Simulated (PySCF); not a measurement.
**C₂H₅FO₂Si₂: electronic excitations**

What electronic excitations should C₂H₅FO₂Si₂ (`O=C1[SiH2]O[SiH2][C@H]1F`) show?

Computed with PySCF 2.14.0, with density-fitted response routines of our own, on a single molecule in the gas phase. Atoms count from 0, in the outputs and in this text.

### Step 1. The molecule as given

12 atoms, charge 0, multiplicity 1; geometry from: GFN2-xTB.

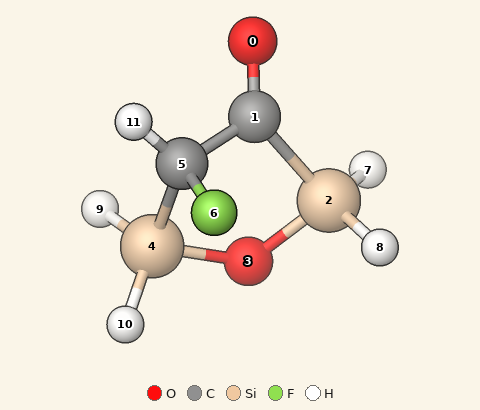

As it starts; oxygen red, carbon grey, silicon light orange, fluorine green, hydrogen white, atoms numbered.

### Step 2. Ultraviolet spectrum: B3LYP/def2-SVPD

Job settings and geometry (Å):

```
{"job": {"kind": "uv", "xc": "B3LYP", "basis": "def2-SVPD", "nstates": 8, "ntriplets": 3}, "charge": 0, "multiplicity": 1}
O     -0.724893     1.100999     2.019077
C     -0.575049     0.766502     0.868825
Si    -1.561906    -0.585151    -0.094624
O     -0.187070    -1.393218    -0.536059
Si     1.292314    -0.717180    -0.369992
C      0.681873     1.059919     0.086439
F      0.326365     1.617307    -1.139802
H     -2.274980    -1.477607     0.800471
H     -2.217228    -0.098977    -1.296130
H      1.983524    -1.353147     0.740682
H      1.908296    -0.687071    -1.683460
H      1.349953     1.766937     0.578545
```

Level: TDDFT B3LYP/def2-SVPD, vertical, gas phase, core orbitals frozen in the response.

On the command line:

```
$ OMP_NUM_THREADS=1 python probes_run.py task.json out
```

One launch serves the whole session: the jobs run in the order shown.

The log of the run:

```text
coarse grid: 11784 points
cycle   1  E = -907.7816571299  dE =  1.062e+00  |g| = 1.129e+00  |ddm| = 4.815e+00
cycle   2  E = -906.8567182336  dE =  9.249e-01  |g| = 2.422e+00  |ddm| = 4.072e+00
cycle   3  E = -908.0147488285  dE = -1.158e+00  |g| = 2.272e-01  |ddm| = 2.853e+00
cycle   4  E = -908.0200501276  dE = -5.301e-03  |g| = 1.728e-01  |ddm| = 3.697e-01
cycle   5  E = -908.0254272830  dE = -5.377e-03  |g| = 3.298e-02  |ddm| = 2.118e-01
cycle   6  E = -908.0256717894  dE = -2.445e-04  |g| = 9.382e-03  |ddm| = 5.335e-02
cycle   7  E = -908.0256867337  dE = -1.494e-05  |g| = 2.656e-03  |ddm| = 1.084e-02
cycle   8  E = -908.0256879918  dE = -1.258e-06  |g| = 9.175e-04  |ddm| = 3.527e-03
final grid: 107152 points
cycle   9  E = -908.1606115085  dE = -1.761e-05  |g| = 6.269e-03  |ddm| = 7.294e-02
cycle  10  E = -908.1605919760  dE =  1.953e-05  |g| = 1.205e-02  |ddm| = 1.777e-02
cycle  11  E = -908.1606185066  dE = -2.653e-05  |g| = 1.440e-03  |ddm| = 1.138e-02
cycle  12  E = -908.1606188848  dE = -3.782e-07  |g| = 2.252e-04  |ddm| = 1.328e-03
cycle  13  E = -908.1606188940  dE = -9.166e-09  |g| = 9.002e-05  |ddm| = 4.105e-04
cycle  14  E = -908.1606188957  dE = -1.722e-09  |g| = 2.965e-05  |ddm| = 1.520e-04
cycle  15  E = -908.1606188959  dE = -1.660e-10  |g| = 1.001e-05  |ddm| = 5.227e-05
converged SCF energy = -908.1606188959

Static polarisability (au): isotropic 76.065, principal 67.524 78.422 82.250

Singlet excitations
state   eV       nm        f      main configurations
  1   3.0561    405.7   0.00218   H->L 0.98
  2   5.3253    232.8   0.01175   H->L+1 0.98
  3   5.4230    228.6   0.02223   H-1->L 0.96
  4   5.8341    212.5   0.00958   H-2->L 0.96
  5   6.0898    203.6   0.04159   H->L+2 0.97
  6   6.1093    202.9   0.00340   H->L+3 0.98
  7   6.6437    186.6   0.01027   H->L+4 0.80, H->L+5 0.08
  8   6.8461    181.1   0.02441   H->L+5 0.71, H->L+4 0.11, H-3->L 0.11

Triplet excitations (Tamm-Dancoff, eV): 2.4395 4.9184 5.0755
```

Run time: 36 s. Hardware: 1 thread of Arm Neoverse V2, shared host; peak memory 0.74 GiB.

Frontier orbitals and where they lie:

```
orbital      eV                        atoms
 HOMO−3  -10.24  O3 24 %, Si2 17 %, Si4 12 %
 HOMO−2   -9.05   O3 30 %, Si4 13 %, C5 10 %
 HOMO−1   -8.69   O3 21 %, C5 17 %, Si4 15 %
   HOMO   -6.87    O0 46 %, C1 16 %, C5 13 %
   LUMO   -2.23     C1 32 %, O0 32 %, C5 8 %
 LUMO+1   -0.56  Si2 28 %, Si4 12 %, O3 10 %
 LUMO+2    0.07   Si4 34 %, Si2 11 %, H9 9 %
```

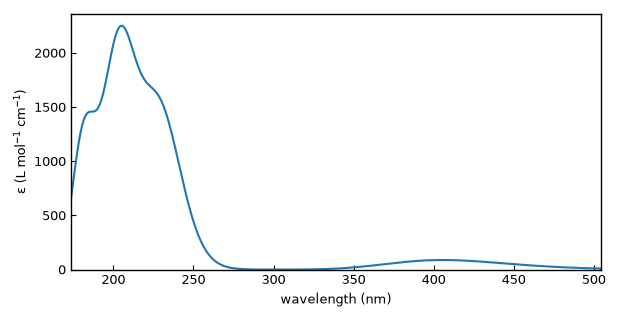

Absorption spectrum: each of the 8 states is a Gaussian band of 0.4 eV half-width at 1/e. Beyond the last state computed it falls off for lack of states.

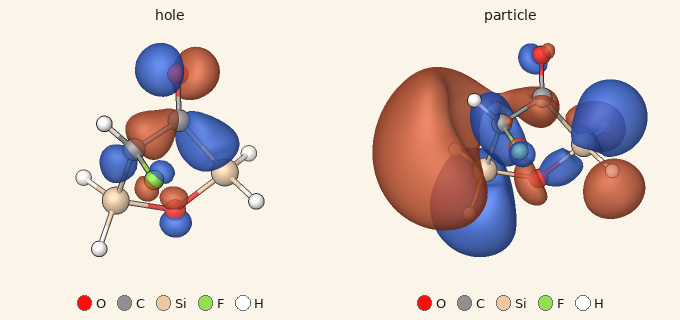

Leading natural transition orbitals of singlet state 5: the electron leaves the hole (left) for the particle orbital (right).

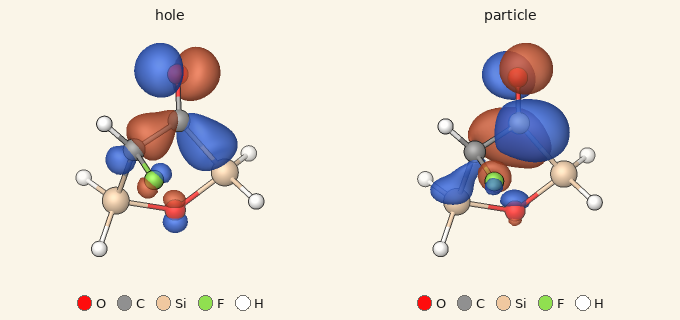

Leading natural transition orbitals of singlet state 1: the electron leaves the hole (left) for the particle orbital (right).

Further results of this job:

```
           property  computed
  dipole moment (D)      1.66
polarisability (Å³)     11.27
 HOMO–LUMO gap (eV)      4.65
      −ε(HOMO) (eV)      6.87
```

Orbitals, density, ELF and potential are computed afterwards from the orbital file.

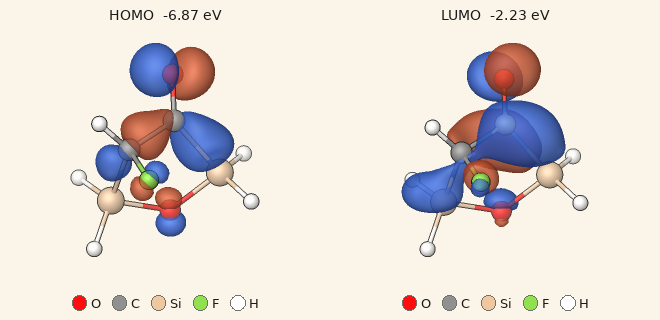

B3LYP/def2-SVPD orbitals near the gap, drawn at the value that encloses 70 % of each; the two colours are the two signs.

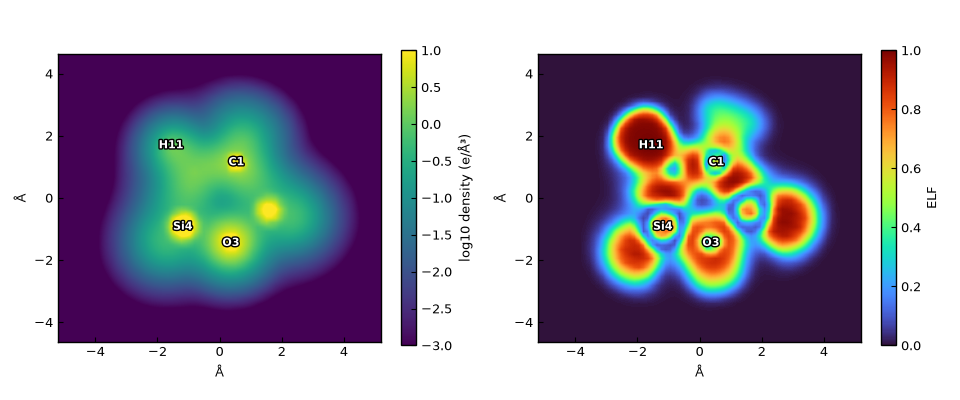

Density (left) and ELF (right) in a plane through or near 4 of the atoms.

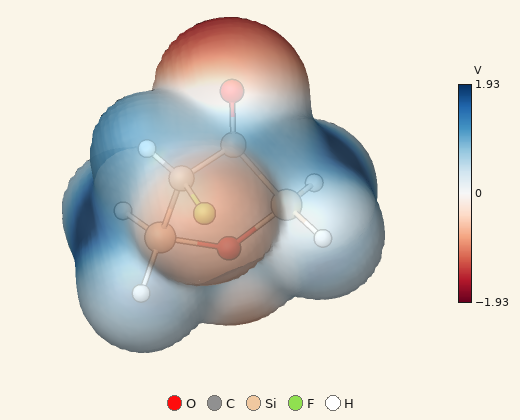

The potential that a unit positive charge feels on the 0.002 e/bohr³ surface, from -1.35 V near O0 to 1.93 V near Si4.

### Step 3. Results

| quantity | value |
| --- | --- |
| lowest singlet (B3LYP/def2-SVPD) | 3.06 eV (406 nm), f = 0.002 |
| brightest single state of those computed | state 5, 6.09 eV, f = 0.042 |
| lowest triplet | 2.44 eV |
| surface potential, least and greatest | -1.35 V and 1.93 V |

**Reading.** The first singlet state (HOMO→LUMO 0.98) lies at 3.06 eV and is weak; of the 8 states computed, the strongest absorption comes from state 5 at 6.09 eV. The lowest triplet lies 0.62 eV below the lowest singlet (triplets in Tamm-Dancoff, singlets in full TDDFT). By nearest atom (B3LYP/def2-SVPD), the HOMO sits on O0 47 %; C1, C5 about 14 % each and the LUMO on C1 39 %; O0 28 %.
